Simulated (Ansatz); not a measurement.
# CH5AlClN: frequency calculation

The run: frequency calculation of CH5AlClN, SMILES N[CH2][AlH][Cl]. Method and program: RKS BHLYP-D4/def2-SVPD (Ansatz 0.2.0).

It belongs to a series of runs on one base structure; here: vibrations at the highest image of the band. Figures and captions count atoms from 1; the log counts them from 0 in places.

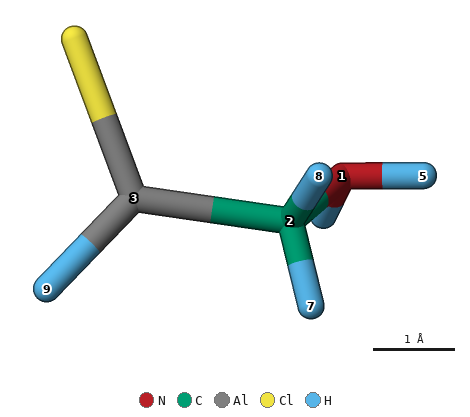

**Figure 1.** The structure (stick view, seen at a tilt; atoms are numbered from 1 in the order of the input). Sticks mark near contacts. Bond lengths as drawn: Al–C 1.96 Å, Al–Cl 2.12 Å, Al–H 1.57 Å, C–H 1.10 Å, C–N 1.46 Å and H–N 1.01 Å.

Input:
```yaml
crystal:
  periodic: [false, false, false]
  atoms:
    - { symbol: "N", position_ang: [-0.751331, 0.823511, -0.871853] }
    - { symbol: C, position_ang: [0.482003, 0.192137, -0.417348] }
    - { symbol: Al, position_ang: [0.215188, -0.919908, 1.176633] }
    - { symbol: Cl, position_ang: [-0.641429, -0.035065, 2.897729] }
    - { symbol: H, position_ang: [-0.591651, 1.52051, -1.580879] }
    - { symbol: H, position_ang: [-1.420127, 0.167567, -1.238247] }
    - { symbol: H, position_ang: [1.024282, -0.352358, -1.204982] }
    - { symbol: H, position_ang: [1.161891, 0.987707, -0.087708] }
    - { symbol: H, position_ang: [0.609676, -2.430402, 1.309655] }
basis:
  gaussian: { orbitals: def2-SVPD }
hamiltonian:
  xc: { name: BHLYP }
  dispersion: d4
phonons: {}
```

Run on 2 threads of Arm Neoverse N1, 16 GiB of memory available, shared host.

Launch command:
```bash
ansatz run input.yaml --threads 2 --pin off --max-ram 3072MiB --backend cpu --events-out ev --progress --plain --runs-dir out
```

What the program printed:
```
Engine: ansatz 0.2.0, aarch64-unknown-linux-gnu
Functional definition: BHLYP
  parameter a = 0.5
  exchange = (1 - a)*b88_x + a*exact_x
  correlation = lyp_c
1355 factors; integrals over basis functions are off by at most 5.1e-4 eV
mean field evaluation 1: about -21716.1513 eV, gradient 4.4e1 eV
mean field evaluation 2: about -21715.9281 eV, gradient 4.5e1 eV
mean field evaluation 4: about -21720.4916 eV, gradient 1.4e0 eV
mean field evaluation 8: about -21720.5205 eV, gradient 3.0e-2 eV
mean field -21720.52045615 eV, -798.2144040659 hartree, gradient 3.9e-5 eV, S^2 0.000000; 0 other end points of the search recorded, 0 dependent functions left out
the calculation of the forces begins
reference -21720.52064869 eV, -798.2144111416 hartree; 24, 24 occupied and 107, 107 virtual orbitals, 1355 factors
these checks for a lower state are left out or cut short: stability, starts, cluster_reference, orbital_swaps, neighbouring_geometries, increment
1355 factors; integrals over basis functions are off by at most 5.1e-4 eV
mean field evaluation 16: about -21720.4962 eV, gradient 2.6e-1 eV
mean field -21720.52030633 eV, -798.2143985600 hartree, gradient 1.1e-6 eV, S^2 0.000000; 0 other end points of the search recorded, 0 dependent functions left out
[... from here on the field's lines of each further geometry are left out, up to the last ...]
the calculation of the forces begins
reference -21720.52063957 eV, -798.2144108066 hartree; 24, 24 occupied and 107, 107 virtual orbitals, 1355 factors
these checks for a lower state are left out or cut short: stability, starts, cluster_reference, orbital_swaps, neighbouring_geometries, increment
1355 factors; integrals over basis functions are off by at most 5.1e-4 eV
mean field -21720.52045496 eV, -798.2144040222 hartree, gradient 1.4e-6 eV, S^2 0.000000; 0 other end points of the search recorded, 0 dependent functions left out
the calculation of the forces begins
reference -21720.52064751 eV, -798.2144110982 hartree; 24, 24 occupied and 107, 107 virtual orbitals, 1355 factors
WARN: phonons: modes at or below zero, which the zero-point energy, F, S and C_V leave out: 1, the lowest at -82.57 cm⁻¹. A minimum has none, and a first-order saddle one
Total energy: -21720.73347213 eV, -798.2222322590 hartree
Atom 0 at    -0.751331     0.823511    -0.871853 Å, force     0.005005     0.003958     0.010591 eV/Å
Atom 1 at     0.482003     0.192137    -0.417348 Å, force     0.000977    -0.001895     0.008556 eV/Å
Atom 2 at     0.215188    -0.919908     1.176633 Å, force    -0.023102    -0.009259    -0.008795 eV/Å
Atom 3 at    -0.641429    -0.035065     2.897729 Å, force     0.002933     0.006180    -0.003362 eV/Å
Atom 4 at    -0.591651     1.520510    -1.580879 Å, force    -0.004751    -0.002106    -0.002735 eV/Å
Atom 5 at    -1.420127     0.167567    -1.238247 Å, force     0.000624    -0.000809    -0.000965 eV/Å
Atom 6 at     1.024282    -0.352358    -1.204982 Å, force     0.001146    -0.001539     0.003945 eV/Å
Atom 7 at     1.161891     0.987707    -0.087708 Å, force     0.005665     0.002283    -0.004662 eV/Å
Atom 8 at     0.609676    -2.430402     1.309655 Å, force     0.011503     0.003186    -0.002573 eV/Å
Dipole moment:     0.223751    -0.122279    -0.598325 e Å
Vibrations: -82.57 103.22 234.54 264.64 463.06 496.75 611.41 642.92 743.63 831.08 1098.04 1109.54 1289.57 1364.94 1504.09 1710.43 2020.21 3041.02 3108.49 3641.53 3726.06 cm⁻¹, zero-point energy 1.736098 eV
```

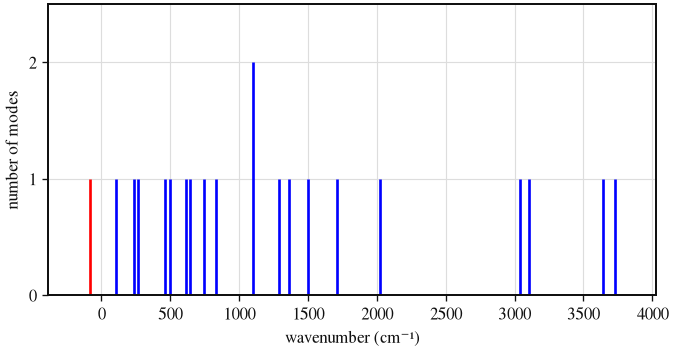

**Figure 2.** Harmonic vibrational wavenumbers from the force constants; neighbouring modes closer than 17 cm⁻¹ are counted in one stick, and imaginary ones are drawn at negative wavenumbers. 21 modes from 83i to 3726 cm⁻¹, 1 imaginary beyond 8i (83i cm⁻¹): not a clean minimum; so soft a mode can be a shallow saddle, an incomplete relaxation or noise of the force constants.

Results in brief:

```json
{"quantity": "outcome", "value": "converged"}
{"quantity": "total energy", "value": "−21720.7335 eV"}
{"quantity": "mean-field energy", "value": "−21720.5206 eV"}
{"quantity": "largest force (length of the vector)", "value": "0.026 eV/Å"}
{"quantity": "wall time", "value": "3.7 min (CPU time 7.3 min)"}
{"quantity": "peak memory", "value": "0.31 GiB"}
```
